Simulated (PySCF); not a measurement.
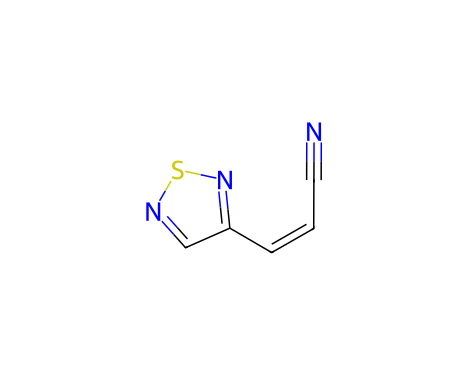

Skeletal drawing of a molecule.

Write the SMILES.

N#C/C=C\c1cnsn1

Give the formula, hydrogens included.

C5H3N3S.

An optimisation with GFN2-xTB gave a structure of which point group?

Cs. Other conformers may differ.

The parts below concern this one geometry. Atoms keep their numbers from picture to picture. The geometry was computed by an optimisation with GFN2-xTB. No frequency run is at hand to confirm it as a minimum.

## NMR shielding

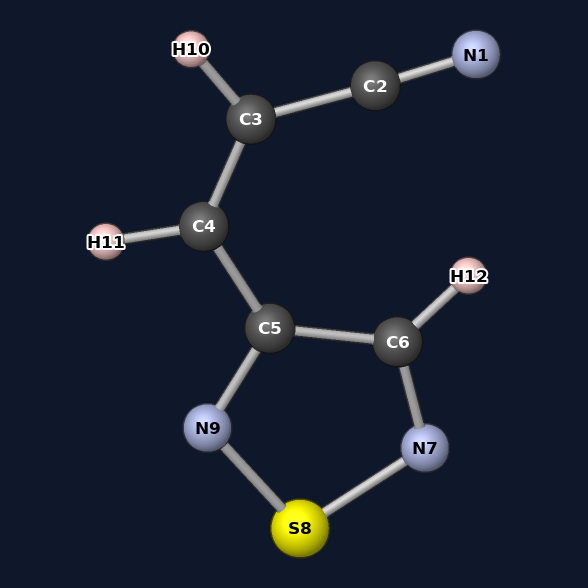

The questions are on isotropic NMR shieldings of the N atoms. No frequency run is at hand to confirm it as a minimum. Level of theory: GIAO PBE0/pcSseg-1 NMR shielding, non-relativistic, gas phase (PySCF 2.14.0).

Give the isotropic NMR shieldings of the N atoms atom by atom.

```
atom  σ (ppm)
  N1    −71.2
  N7   −140.8
  N9   −142.0
```

## Dipole moment

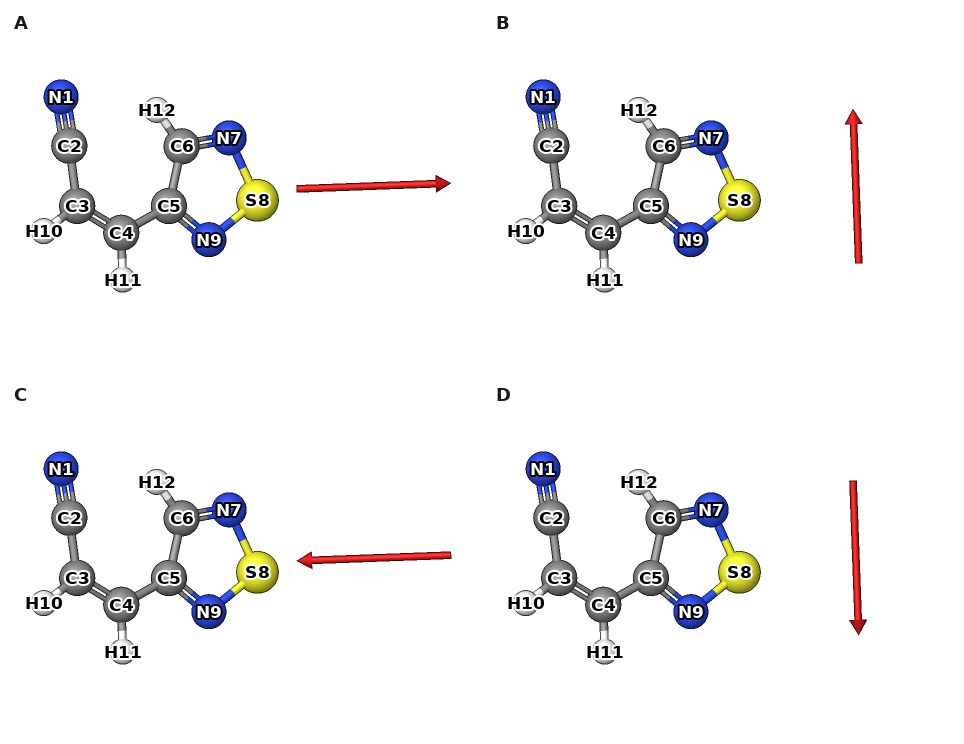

The same molecule four times, each with an arrow. No frequency run is at hand to confirm it as a minimum. Level of theory: PBE0/pcSseg-1, gas phase (PySCF 2.14.0).

Which arrow points along the dipole moment, from the negative to the positive end?

D. The dipole moment is 3.20 D; it points from the side of N1 to the side of H11 (the outermost atoms at the two ends).

## Ring current

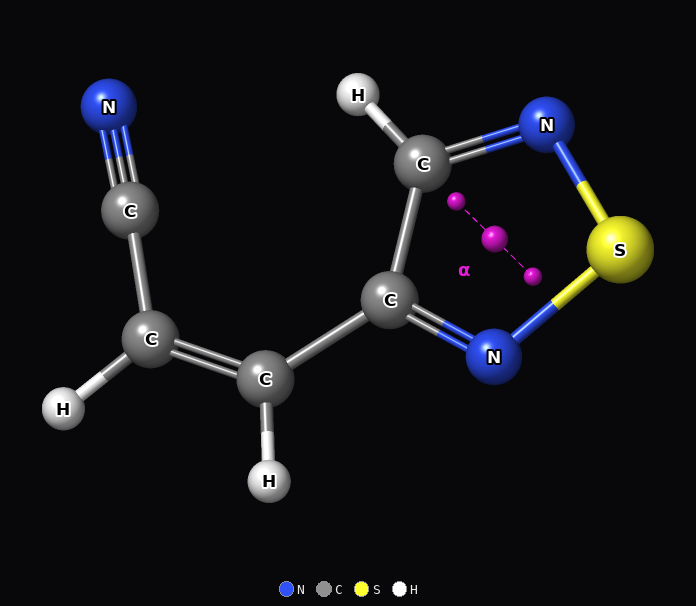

The small points mark where nucleus-independent chemical shifts (NICS) were computed: at the centre of each lettered ring and 1 Å above and below it. No frequency run is at hand to confirm it as a minimum. Properties computed with GIAO PBE0/pcSseg-1 NMR shielding, non-relativistic, gas phase (PySCF 2.14.0).

Give NICS(0), NICS(1) and the out-of-plane component NICS(1)zz for each ring (means of the two sides).

```
ring  members  NICS(0)  NICS(1)  NICS(1)zz
   α    C2N2S    −13.6    −12.9      −32.6
```

Values in ppm.

What do the values say about the ring currents?

Ring α: diatropic, as in an aromatic ring. NICS is one index among several.
